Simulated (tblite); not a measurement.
# Molecular dynamics of C$_{5}$H$_{4}$F$_{2}$N$_{2}$ (part 1 of 3)

- system: C$_{5}$H$_{4}$F$_{2}$N$_{2}$, SMILES FC(F)c1ccnnc1
- method: GFN2-xTB Langevin dynamics, gas phase (tblite 0.8.0)

It belongs to a series of runs on one base structure; here: H on C replaced by CHF2.

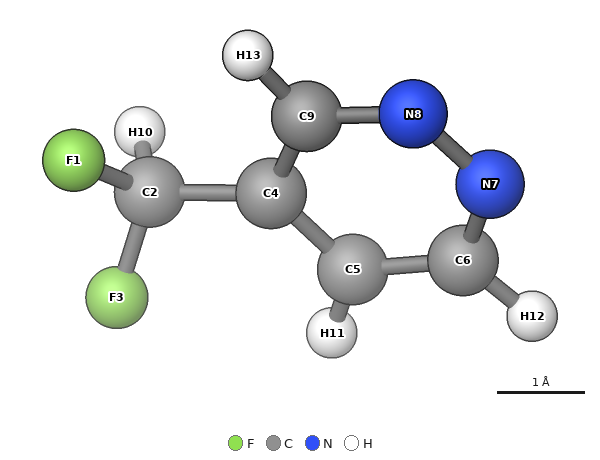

The input geometry (ball-and-stick view, seen at a tilt; atoms are numbered from 1 in the order of the input).

Input:
```
{"job": {"kind": "md", "xc": "GFN2-xTB", "basis": "xTB", "temperature": 200, "steps": 2000, "every": 50}, "charge": 0, "multiplicity": 1}
F      2.549253     0.728417     0.458961
C      1.787120    -0.351458     0.171189
F      2.232968    -0.839103    -1.010744
C      0.325695     0.007778     0.101195
C     -0.547938    -0.654987    -0.742412
C     -1.883538    -0.257648    -0.691568
N     -2.315012     0.696529     0.108608
N     -1.491825     1.327047     0.886775
C     -0.212087     1.018373     0.904630
H      1.987796    -1.116152     0.943228
H     -0.209154    -1.432962    -1.409268
H     -2.635085    -0.722332    -1.312775
H      0.407419     1.596985     1.574453
```

The first line tells a small driver script what to run in tblite; the rest is the geometry in Å.

Command:
```bash
OMP_NUM_THREADS=1 python <driver script> task.json out
```

The program's output:
```
t/fs     T/K      E/eV
    0.0   166.7   -762.12021
   25.0   138.1   -761.95666
   50.0   145.8   -761.90269
   75.0   162.0   -761.89999
  100.0   140.1   -761.85111
  125.0   124.0   -761.86709
  150.0   175.2   -761.85725
  175.0   204.3   -761.95046
  200.0   221.7   -761.90523
  225.0   211.6   -761.94244
  250.0   171.5   -761.85344
  275.0   190.7   -761.93513
  300.0   153.3   -761.86267
  325.0   165.5   -761.89182
  350.0   174.2   -761.87745
  375.0   170.3   -761.79188
  400.0   135.8   -761.89678
  425.0   199.1   -761.91564
  450.0   217.7   -761.90646
  475.0   233.6   -761.89205
  500.0   175.2   -761.92288
  525.0   172.4   -761.87401
  550.0   160.5   -761.92784
  575.0   195.0   -761.87355
  600.0   187.2   -761.90600
  625.0   183.5   -761.86534
  650.0   202.1   -761.85757
  675.0   152.3   -761.87122
  700.0   205.2   -761.87765
  725.0   115.6   -761.76975
  750.0   119.0   -761.78477
  775.0   127.4   -761.82998
  800.0   196.7   -761.86937
  825.0   196.6   -761.82429
  850.0   194.8   -761.78980
  875.0   213.7   -761.90343
  900.0   222.0   -761.82640
  925.0   213.5   -761.78582
  950.0   214.3   -761.81057
  975.0   133.3   -761.82456
 1000.0   228.3   -761.84894
```

Trajectory as extended XYZ (Å, eV, eV/Å), 41 frames, from step=0 to step=40:
```
13
Properties=species:S:1:pos:R:3:forces:R:3 step=0 time_fs=0.0 energy=-762.12021 temperature=166.7
F     2.5493    0.7284    0.4590   -0.0039  -0.0035  -0.0062
C     1.7871   -0.3515    0.1712   -0.0051   0.0001   0.0009
F     2.2330   -0.8391   -1.0107   -0.0054   0.0029   0.0051
C     0.3257    0.0078    0.1012    0.0059   0.0006  -0.0011
C    -0.5479   -0.6550   -0.7424    0.0095  -0.0010   0.0010
C    -1.8835   -0.2576   -0.6916    0.0010   0.0012   0.0000
N    -2.3150    0.6965    0.1086    0.0006   0.0011  -0.0033
N    -1.4918    1.3270    0.8868    0.0018  -0.0021   0.0020
C    -0.2121    1.0184    0.9046    0.0008   0.0002   0.0024
H     1.9878   -1.1162    0.9432    0.0036   0.0058  -0.0037
H    -0.2092   -1.4330   -1.4093   -0.0057  -0.0057   0.0042
H    -2.6351   -0.7223   -1.3128   -0.0019   0.0017  -0.0061
H     0.4074    1.5970    1.5745   -0.0011  -0.0014   0.0048
13
Properties=species:S:1:pos:R:3:forces:R:3 step=1 time_fs=25.0 energy=-761.95666 temperature=138.1
F     2.5788    0.6902    0.4677    0.1056   0.7270   0.2228
C     1.7862   -0.3415    0.1910   -0.5003  -0.7963  -0.0551
F     2.2140   -0.8026   -1.0166   -0.0548  -0.2234   0.1656
C     0.2984    0.0323    0.0872    0.9550  -1.0955  -0.5818
C    -0.5877   -0.6984   -0.7044    0.2676  -0.0825   0.0071
C    -1.9156   -0.2586   -0.7226   -0.1242  -0.0552   0.7645
N    -2.3581    0.6626    0.1439    0.7232  -0.3141  -0.3674
N    -1.5106    1.2989    0.9043   -0.8730  -0.1436  -0.6972
C    -0.2198    1.0731    0.8020   -0.4406   0.7157   0.8351
H     2.0163   -1.1243    0.9812   -0.4072   0.3843  -0.6796
H    -0.2170   -1.5807   -1.2308   -0.3475   0.3837  -0.0093
H    -2.6756   -0.7536   -1.3288    0.2648   0.2873   0.1561
H     0.3713    1.7240    1.4089    0.4313   0.2126   0.2392
13
Properties=species:S:1:pos:R:3:forces:R:3 step=2 time_fs=50.0 energy=-761.90269 temperature=145.8
F     2.5152    0.6953    0.5438    0.7316   1.2004  -0.2845
C     1.7426   -0.2972    0.1660   -0.6149  -1.5581   0.1107
F     2.1653   -0.8327   -1.0380   -0.1455   0.7621   0.4539
C     0.2586    0.0806    0.1185    1.4966  -1.0942  -0.5242
C    -0.5846   -0.6658   -0.6783    0.0322   0.4329   0.2296
C    -1.9250   -0.3108   -0.6500   -0.0979   0.7870   0.0110
N    -2.3967    0.6773    0.1070    0.8889  -0.1972   0.5106
N    -1.5724    1.3430    0.9028   -0.9448  -0.5837  -1.2425
C    -0.2820    1.0939    0.8622   -0.3609   0.8939   1.2140
H     1.9861   -1.1068    0.9024   -0.6048   0.0388  -0.1546
H    -0.1783   -1.4145   -1.3152   -0.0211  -0.5152  -0.2801
H    -2.5843   -0.7932   -1.3463   -0.4945  -0.0156   0.1168
H     0.2930    1.7350    1.5245    0.1352  -0.1510  -0.1606
13
Properties=species:S:1:pos:R:3:forces:R:3 step=3 time_fs=75.0 energy=-761.89999 temperature=162.0
F     2.4744    0.6732    0.5512    0.1035  -0.0483  -0.0319
C     1.7030   -0.3694    0.1876   -0.6187  -0.0012  -0.2480
F     2.1503   -0.8160   -1.0227   -0.1466   0.3320   0.1276
C     0.2104    0.0888    0.0876    1.8321  -1.8531  -0.0787
C    -0.6383   -0.6309   -0.7584    0.8588   0.1209   0.3706
C    -1.9664   -0.3116   -0.6727   -0.5704   0.5890   0.3504
N    -2.4119    0.6597    0.1331    0.1078   0.1230  -0.4984
N    -1.6010    1.3644    0.8576   -0.2541  -0.9025  -0.1073
C    -0.3077    1.0425    0.9222   -0.8978   0.8673   0.2976
H     1.9240   -1.2239    0.8778   -0.4743   0.5293  -0.0242
H    -0.2906   -1.4377   -1.3882    0.1392   0.1973  -0.0065
H    -2.6599   -0.8629   -1.2871   -0.4168   0.1856   0.2046
H     0.2093    1.6052    1.6914    0.3374  -0.1393  -0.3560
13
Properties=species:S:1:pos:R:3:forces:R:3 step=4 time_fs=100.0 energy=-761.85111 temperature=140.1
F     2.4578    0.6425    0.5724   -0.4037  -0.5626   0.1351
C     1.6667   -0.4137    0.2068   -0.2095   0.2171   0.1788
F     2.1006   -0.7969   -0.9856    0.5830  -0.3401  -1.1253
C     0.2112   -0.0325    0.1058    0.9371  -0.1917  -0.1776
C    -0.6626   -0.6315   -0.7891    0.9012  -0.1456   0.0006
C    -1.9660   -0.2263   -0.7253   -2.0670   0.5237   0.1042
N    -2.3993    0.7493    0.1032    1.0019  -0.8612  -0.2596
N    -1.5205    1.3582    0.8498   -1.5614  -0.0104  -0.5936
C    -0.2594    1.0031    0.8669   -1.0077   0.5562   0.0063
H     1.8131   -1.2850    0.8699    0.1605   0.3178   0.3549
H    -0.2876   -1.3077   -1.5408   -0.1140  -0.2576   0.1136
H    -2.7498   -0.7113   -1.3550    0.6778   0.6242   0.5305
H     0.2820    1.7142    1.4229    1.1018   0.1302   0.7322
13
Properties=species:S:1:pos:R:3:forces:R:3 step=5 time_fs=125.0 energy=-761.86709 temperature=124.0
F     2.4723    0.5827    0.6641   -0.6247  -0.8122  -0.4601
C     1.6760   -0.4508    0.2016   -0.3577   0.8504   0.0631
F     2.1080   -0.8149   -1.0177    0.2811   0.2053  -0.2822
C     0.2117   -0.0580    0.1331    0.1390   0.3441  -0.4896
C    -0.6757   -0.6562   -0.7589    0.7745  -0.0679  -0.0121
C    -1.9461   -0.1416   -0.8231   -1.3311   0.6027   1.7267
N    -2.3962    0.7624    0.0824    0.4657   0.0720  -0.9238
N    -1.5611    1.3938    0.8679   -0.8747  -1.4971  -1.1949
C    -0.3027    1.0124    0.8415    0.2947   1.0749   1.1336
H     1.8127   -1.3100    0.8344    0.2686  -0.5322   0.7360
H    -0.3661   -1.4747   -1.3798    0.0885  -0.1465  -0.2052
H    -2.7255   -0.5637   -1.4464    0.1850   0.1584  -0.0417
H     0.2457    1.6530    1.5173    0.6912  -0.2518  -0.0499
13
Properties=species:S:1:pos:R:3:forces:R:3 step=6 time_fs=150.0 energy=-761.85725 temperature=175.2
F     2.4338    0.4897    0.6578    0.9501   0.7973   0.5387
C     1.6302   -0.4454    0.1836    0.1779   0.4637  -0.7571
F     2.1459   -0.8067   -1.0258   -0.2429   0.0589  -0.0875
C     0.2378    0.0554    0.1145   -0.7647   0.0523   0.0850
C    -0.6301   -0.6211   -0.7195   -0.6386  -0.2306  -0.0593
C    -1.9707   -0.2312   -0.7628    0.5660   1.5438   0.8362
N    -2.4008    0.7979   -0.0199    0.7054  -0.6835   0.6381
N    -1.6072    1.3373    0.8915   -0.3289  -0.3923  -1.4975
C    -0.3159    1.0439    0.9457   -0.7477   0.1811   0.4544
H     1.6894   -1.3088    0.8047    0.1505  -1.0669   0.8359
H    -0.3036   -1.4692   -1.2965    0.1607  -0.0131  -0.1265
H    -2.6703   -0.6856   -1.4244   -0.3711  -0.1215  -0.2097
H     0.1446    1.6287    1.7549    0.3833  -0.5891  -0.6507
13
Properties=species:S:1:pos:R:3:forces:R:3 step=7 time_fs=175.0 energy=-761.95046 temperature=204.3
F     2.4569    0.5045    0.6707    0.1330   0.4610   0.1013
C     1.6257   -0.4260    0.1929    0.1817   0.1353  -0.9457
F     2.0987   -0.7647   -1.0558   -0.1501   0.0862   0.4523
C     0.1987    0.0002    0.1116   -0.8656  -0.2998  -0.0810
C    -0.6880   -0.6977   -0.7280   -0.3341   0.9607   0.3442
C    -1.9984   -0.2273   -0.7033   -1.7071   0.3416  -0.4178
N    -2.4460    0.7859    0.0604    1.0490  -0.6479  -0.2556
N    -1.6256    1.3735    0.8738    0.4107  -0.5810  -0.2067
C    -0.3468    0.9880    0.9385   -0.6380   0.3224  -0.2990
H     1.7164   -1.2891    0.8266    0.1821  -0.8846   0.4608
H    -0.4145   -1.4833   -1.4126    0.2445   0.0129   0.1411
H    -2.8354   -0.6175   -1.3593    1.2608   0.1875   0.7412
H     0.2287    1.5567    1.6514    0.2332  -0.0944  -0.0353
13
Properties=species:S:1:pos:R:3:forces:R:3 step=8 time_fs=200.0 energy=-761.90523 temperature=221.7
F     2.3890    0.5694    0.6941   -0.1446  -0.1381  -0.2880
C     1.6131   -0.4459    0.2391    0.5013  -0.4202  -0.3368
F     2.0563   -0.7855   -1.0279   -0.1583   0.3435   0.7405
C     0.1656   -0.0719    0.2019   -0.8002  -0.1975  -1.6792
C    -0.7200   -0.6639   -0.7393   -0.3911   0.4935   0.9633
C    -2.0650   -0.2776   -0.7091    0.8282   1.2092   1.4779
N    -2.4890    0.6792    0.1268    0.7727  -0.1645  -0.2774
N    -1.6247    1.3367    0.8252   -0.2833   0.3835   0.4292
C    -0.3409    1.0312    0.8814   -0.3327  -0.4202   0.0102
H     1.8361   -1.3179    0.8834   -0.1336   0.0185  -0.0506
H    -0.4786   -1.4145   -1.4506    0.6666  -0.4353  -0.1854
H    -2.8598   -0.6417   -1.2900   -0.4241  -0.7168  -0.8200
H     0.2875    1.6441    1.5102   -0.1009   0.0443   0.0162
13
Properties=species:S:1:pos:R:3:forces:R:3 step=9 time_fs=225.0 energy=-761.94244 temperature=211.6
F     2.2777    0.6071    0.6425    0.4142   0.3365   0.4454
C     1.5325   -0.4514    0.2733    1.0124  -0.4991   1.2483
F     2.0469   -0.8248   -0.8976    0.1677  -0.5636  -0.6318
C     0.1223   -0.0604    0.1603   -0.5898  -1.0391  -0.9261
C    -0.6964   -0.7665   -0.7007   -0.2358  -0.7192  -0.3859
C    -2.0338   -0.3775   -0.6972    0.6107   0.4188   0.4060
N    -2.4820    0.6016    0.0545   -0.5678   0.2851   0.1230
N    -1.6966    1.2975    0.8194   -0.7130  -0.0633  -0.2745
C    -0.4378    0.9840    0.8609    0.7394   0.3563   0.4775
H     1.7171   -1.2893    1.0488   -0.1965   0.8272  -0.8652
H    -0.3542   -1.6118   -1.3263   -0.1094   0.6745   0.4874
H    -2.7641   -0.8415   -1.2963   -0.6485  -0.4928  -0.5952
H     0.2166    1.5689    1.4667    0.1164   0.4788   0.4911
13
Properties=species:S:1:pos:R:3:forces:R:3 step=10 time_fs=250.0 energy=-761.85344 temperature=171.5
F     2.3030    0.6932    0.7317   -0.7111  -0.8882  -0.8785
C     1.5613   -0.4179    0.3172    0.0418  -0.0724   1.3155
F     2.0408   -0.9144   -0.8321    0.4797   0.2111   0.0552
C     0.0811   -0.1027    0.1348    0.2636  -0.9682  -0.3043
C    -0.7513   -0.8745   -0.6723   -0.2976   1.1679   0.4265
C    -2.0943   -0.4373   -0.7590    0.1614  -1.1681  -1.2391
N    -2.5459    0.5340   -0.0471   -0.4191   1.4383   1.1120
N    -1.7784    1.2178    0.7886   -0.6710  -0.4773  -0.6905
C    -0.5087    0.9327    0.8363    0.6786   0.7441   1.0051
H     1.7697   -1.1747    1.1590   -0.4049   0.5568  -0.9530
H    -0.3867   -1.6905   -1.2234    0.3262  -0.8273  -0.5435
H    -2.8503   -0.8757   -1.4807    1.0859   0.3166   0.9756
H     0.1360    1.5170    1.5091   -0.5335  -0.0334  -0.2811
13
Properties=species:S:1:pos:R:3:forces:R:3 step=11 time_fs=275.0 energy=-761.93513 temperature=190.7
F     2.2621    0.5877    0.6851   -0.2285   0.4681   0.3046
C     1.5099   -0.4906    0.3689    0.3858   0.0268   0.4459
F     2.0736   -0.9049   -0.7916   -0.3467  -0.5045   0.0609
C     0.0332   -0.1474    0.1862    0.8587  -0.4380   0.3514
C    -0.7561   -0.9283   -0.6266   -0.9574   0.2162  -0.4405
C    -2.1085   -0.4960   -0.7552    0.8653  -1.0816  -0.3539
N    -2.6345    0.5128   -0.1145    0.6404  -0.1979   0.2991
N    -1.8714    1.1718    0.6922    0.5238   0.9643   0.7343
C    -0.5824    0.9074    0.8656   -0.1970   0.5819  -0.3047
H     1.7344   -1.2347    1.2050   -0.4551   0.3361  -0.9230
H    -0.3565   -1.7749   -1.1973   -0.2868   0.4326   0.3320
H    -2.7768   -1.0403   -1.3912   -0.2069  -0.1600  -0.2984
H     0.0099    1.6335    1.4542   -0.5954  -0.6440  -0.2077
13
Properties=species:S:1:pos:R:3:forces:R:3 step=12 time_fs=300.0 energy=-761.86267 temperature=153.3
F     2.1959    0.5716    0.7517    0.3820   1.2755  -0.2564
C     1.4706   -0.4664    0.3596   -0.3322  -0.8887   0.6650
F     2.0365   -0.9659   -0.7871   -0.5325   0.3245   0.5696
C    -0.0239   -0.1665    0.2368    1.2198  -0.4196  -0.5698
C    -0.7891   -0.9698   -0.5764   -0.1447  -1.0114  -1.0568
C    -2.1199   -0.6038   -0.7657    0.7219   0.1770   0.6610
N    -2.6547    0.4395   -0.1481   -0.5955  -0.7442  -1.0946
N    -1.9556    1.1306    0.6335    0.9581   1.2203   1.5234
C    -0.6675    0.8805    0.8614   -0.9060  -0.6077  -0.5768
H     1.6548   -1.1739    1.1985   -0.2653  -0.5623  -0.4311
H    -0.3548   -1.8537   -1.0960   -0.3789   0.8098   0.4224
H    -2.7673   -1.1376   -1.3923   -0.6937  -0.6736  -0.7088
H    -0.1750    1.4465    1.5831    0.5671   1.1005   0.8528
```
